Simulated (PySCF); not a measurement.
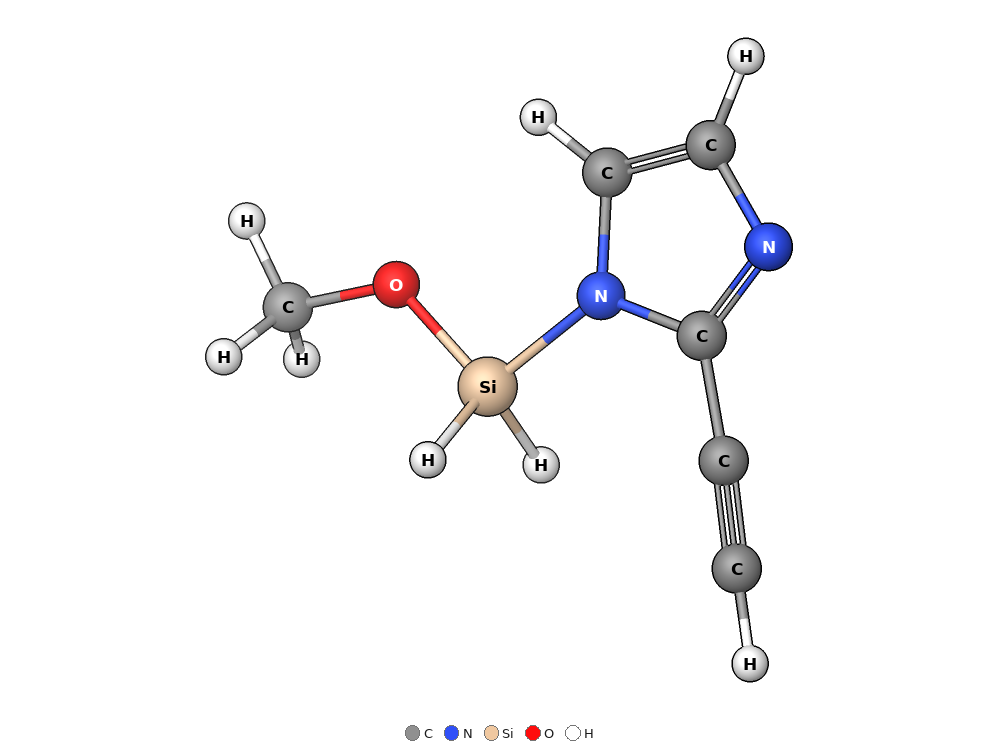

The picture shows a molecular structure as a ball-and-stick model. Double and triple bonds are drawn as two and three sticks.

The computed structure is the end point of a PBE0-D3(BJ)/def2-SVP optimisation. No frequency run is at hand to confirm it as a minimum.

What does the picture show?

The molecule is C₆H₈N₂OSi. SMILES: `C#Cc1nccn1[SiH2]OC`. Independent rings (smallest set): 1 of 5 members, 1 of them aromatic. Among its groups: alkyne, Si–H bond, Si–O bond, Si–N bond. Coordination: 2 C linear; 3 C trigonal planar; 1 N bent; 1 N trigonal planar; 1 Si tetrahedral; 1 O bent; 1 C tetrahedral.

The parts below concern this one geometry. Atoms keep their numbers from picture to picture.

**Shape**

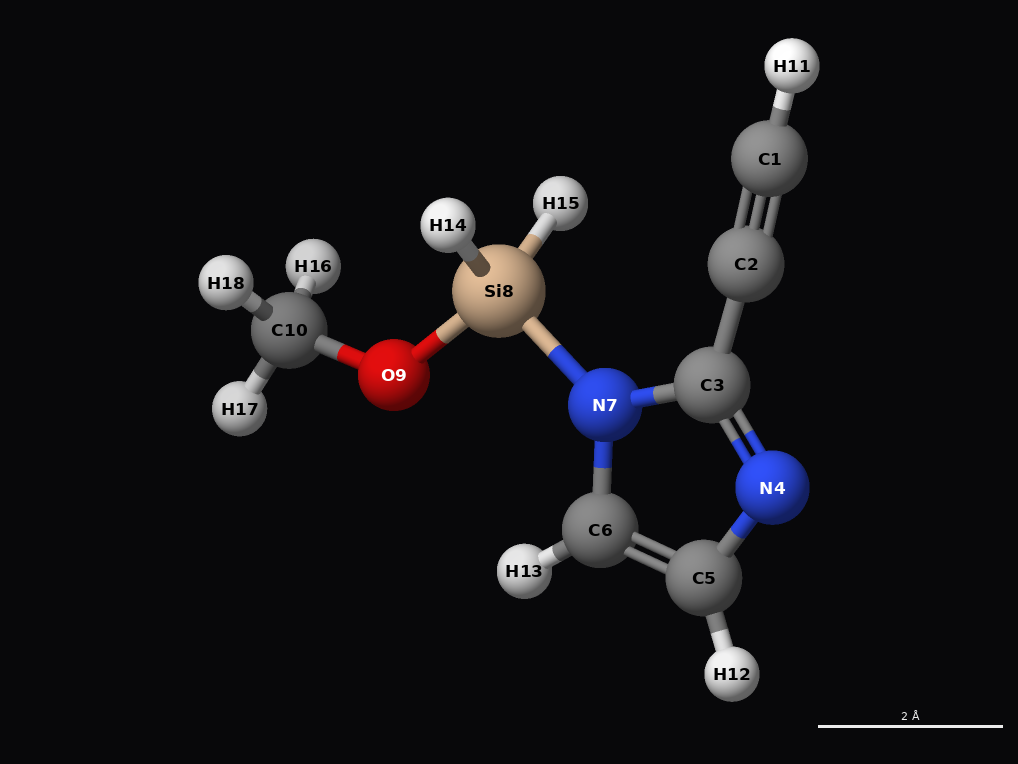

Atoms carry their numbers in the input. No frequency run is at hand to confirm it as a minimum.

What are the angles C2–C3–N4, C3–N4–C5, C3–N7–Si8, C5–C6–N7, C6–C5–H12, N7–C6–H13, N7–Si8–H14, Si8–O9–C10, O9–Si8–H14, O9–Si8–H15, O9–C10–H17, O9–C10–H18?

```json
{"angle": "C2–C3–N4", "degrees": "127.2"}
{"angle": "C3–N4–C5", "degrees": "105.3"}
{"angle": "C3–N7–Si8", "degrees": "126.4"}
{"angle": "C5–C6–N7", "degrees": "106.1"}
{"angle": "C6–C5–H12", "degrees": "127.6"}
{"angle": "N7–C6–H13", "degrees": "121.3"}
{"angle": "N7–Si8–H14", "degrees": "109.8"}
{"angle": "Si8–O9–C10", "degrees": "126.1"}
{"angle": "O9–Si8–H14", "degrees": "112.3"}
{"angle": "O9–Si8–H15", "degrees": "112.0"}
{"angle": "O9–C10–H17", "degrees": "108.5"}
{"angle": "O9–C10–H18", "degrees": "111.9"}
```

**Quadrupole coupling**

No frequency run is at hand to confirm it as a minimum. Electric field gradients from the ground-state density, PBE0/pcSseg-1 (PySCF 2.14.0), non-relativistic apart from any core potentials.

Give the largest field-gradient component, the quadrupole coupling constant and the asymmetry for 14N at N4 (Q = 20.44 mb), 14N at N7 (Q = 20.44 mb), 17O at O9 (Q = −25.6 mb), 2H at H11 (Q = 2.86 mb), 2H at H12 (Q = 2.86 mb), 2H at H13 (Q = 2.86 mb), 2H at H14 (Q = 2.86 mb).

```
atom  V_zz (a.u.)  e²qQ/h (MHz)     η
  N4       −0.984         −4.73  0.13
  N7       −0.405         −1.95  0.72
  O9        1.752        −10.54  0.48
 H11        0.342         0.230  0.02
 H12        0.311         0.209  0.08
 H13        0.312         0.210  0.09
 H14        0.138         0.093  0.03
```

**Levels of theory compared**

No frequency run is at hand to confirm it as a minimum. Program: PySCF 2.14.0.

Compare HOMO energy (eV), HOMO–LUMO gap (eV) at these levels: PBE0/def2-SVPD; PBE0/pcSseg-1; PBE0/pcSseg-1 in acetone (IEF-PCM); PBE0/pcSseg-1 in tetrahydrofuran (IEF-PCM); mPW1PW91/pcSseg-1.

```json
{"level": "PBE0/def2-SVPD", "HOMO energy (eV)": "−6.49", "HOMO–LUMO gap (eV)": "5.71"}
{"level": "PBE0/pcSseg-1", "HOMO energy (eV)": "−6.47", "HOMO–LUMO gap (eV)": "5.77"}
{"level": "PBE0/pcSseg-1 in acetone (IEF-PCM)", "HOMO energy (eV)": "−6.70", "HOMO–LUMO gap (eV)": "5.77"}
{"level": "PBE0/pcSseg-1 in tetrahydrofuran (IEF-PCM)", "HOMO energy (eV)": "−6.66", "HOMO–LUMO gap (eV)": "5.77"}
{"level": "mPW1PW91/pcSseg-1", "HOMO energy (eV)": "−6.49", "HOMO–LUMO gap (eV)": "5.77"}
```

**Polarisability**

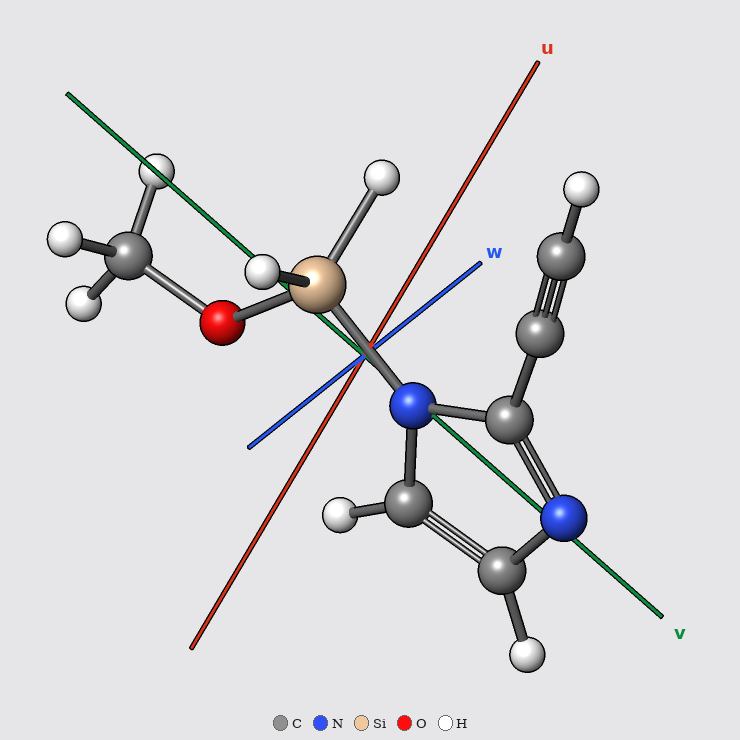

The lines u, v and w are the principal axes of the static dipole polarisability. No frequency run is at hand to confirm it as a minimum. Level of theory: PBE0/def2-SVPD (PySCF 2.14.0).

> Along which axis is the molecule most polarisable, and along which least?

Most along u, least along w.

> Give the three principal values.

u 146.4, v 120.8, w 74.1 bohr³; mean 113.8, anisotropy 63.5 bohr³.
